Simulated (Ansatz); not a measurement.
**C2H6AlBO: density, localisation and related maps**

Input

```
crystal:
  periodic: [false, false, false]
  atoms:
    - { symbol: C, position_ang: [-1.0595, 0.6307, 0.765] }
    - { symbol: C, position_ang: [-0.0495, 0.0688, 0.2076] }
    - { symbol: Al, position_ang: [1.1018, -1.0585, 1.3065] }
    - { symbol: B, position_ang: [0.3765, 0.2446, -1.3195] }
    - { symbol: O, position_ang: [-0.5253, 1.053, -2.2082] }
    - { symbol: H, position_ang: [-1.3357, 0.5694, 1.8065] }
    - { symbol: H, position_ang: [-1.7417, 1.3031, 0.1635] }
    - { symbol: H, position_ang: [2.4387, -1.7606, 0.6558] }
    - { symbol: H, position_ang: [0.8238, -1.2371, 2.9159] }
    - { symbol: H, position_ang: [1.2537, -0.3081, -1.7411] }
    - { symbol: H, position_ang: [-1.2174, 0.4377, -2.5313] }
magnetization:
  spin_polarized: true
basis:
  gaussian: { orbitals: "6-31G" }
hamiltonian:
  xc: { name: BHLYP }
  dispersion: d4
relax:
  f_tol: 0.02
  max_steps: 50
output:
  orbitals: {}
```

Command:

```sh
ansatz run input.yaml --threads 1 --pin off --max-ram 2048MiB --backend cpu --events-out ev --progress --plain --runs-dir out
```

The fields are those of the run's last geometry, not of the input's.

All numbers below come from UKS BHLYP-D4/6-31G in Ansatz 0.2.0.

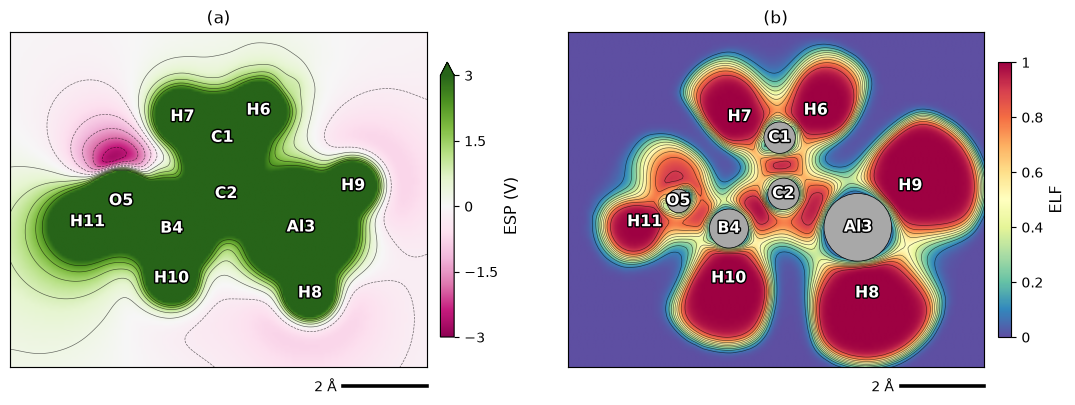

Figure 1. (a) molecular electrostatic potential; (b) ELF on the molecular plane. Grey discs cover the atomic cores in the ELF map.

Question: Read the bonding off the picture.

Answer:
- The plane passes through C, Al, B, O and H nuclei.
- C–C (1.35 Å): the ELF peaks at about 0.95 between the atoms; localised, covalent bonding.
- B–O (1.38 Å): the ELF peaks at about 0.90 between the atoms (a short, strongly polar bond).
- C–B (1.55 Å): the ELF peaks at about 1 between the atoms, as expected for a covalent bond.
- C–Al (1.95 Å): the ELF peaks at about 0.95 between the atoms (a shared but strongly polarised pair).
- O–H (0.96 Å): the ELF climbs to about 1 towards the hydrogen, as it does in any bond to H: an ordinary covalent bond to hydrogen.
- The ELF also peaks beside O5, away from the bonds: lone-pair regions.
- Outside the dense part of the molecule the potential is most negative (−2.6 V) near O5.

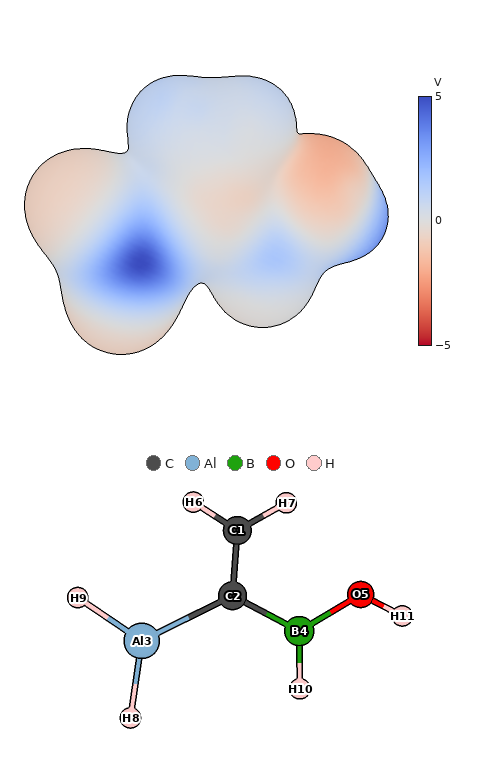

Figure 2. The electrostatic potential painted on the density surface at 0.004 e/bohr³, seen at a tilt; the colour scale runs from red (negative) to blue (positive). The bare structure is drawn below in the same view.

Question: Describe the electrostatic potential map.

Answer: The most negative region (about −1.9 V, or −44 kcal/mol for a unit charge) lies over O5, the most positive (about +4.8 V, or +111 kcal/mol for a unit charge) over Al3. O5 is the likeliest acceptor of a hydrogen bond.

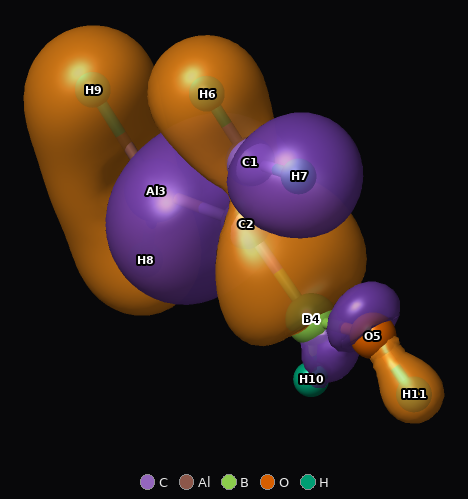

Figure 3. The HOMO at ±0.08 Å⁻³ᐟ² (orange and purple are the two phases), seen at an oblique angle.

Question: Where does this orbital lie, and at what energy?

Answer: Its weight (Hirshfeld) is mainly on C2 (about 40 %), Al3 (about 20 %), B4 (about 10 %), C1 (about 10 %) and H9 (about 5 %); it is symmetric in the molecular plane (an in-plane orbital: σ, lone-pair or in-plane π type). Its energy is −8.73 eV.
